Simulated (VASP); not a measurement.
Band structure of Ru$_{2}$SrGe$_{2}$ (space group I4/mmm). All values below come from LDA (Ceperley-Alder, Perdew-Zunger), VASP's LDA PAW potentials (set 64) (plane waves; VASP).

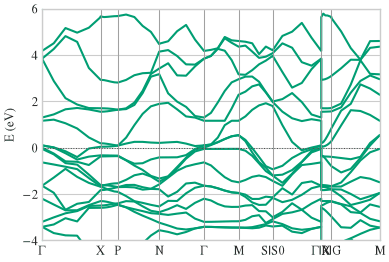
*Bands along high-symmetry lines, zero at the valence-band maximum or, without a gap, the Fermi level*

Problem. Read the plot: is there a gap, and where are the band edges?

Solution. It has no gap at this level: it comes out as a metal or semimetal.

The structure comes from a computed database's Ru2SrGe2 entry (I4/mmm); how it stands against other phases isn't given here. The cell was not relaxed at this level. The k-mesh is coarse (spacing up to 0.34 per Å, 2π included), so the numbers may not be converged in it.
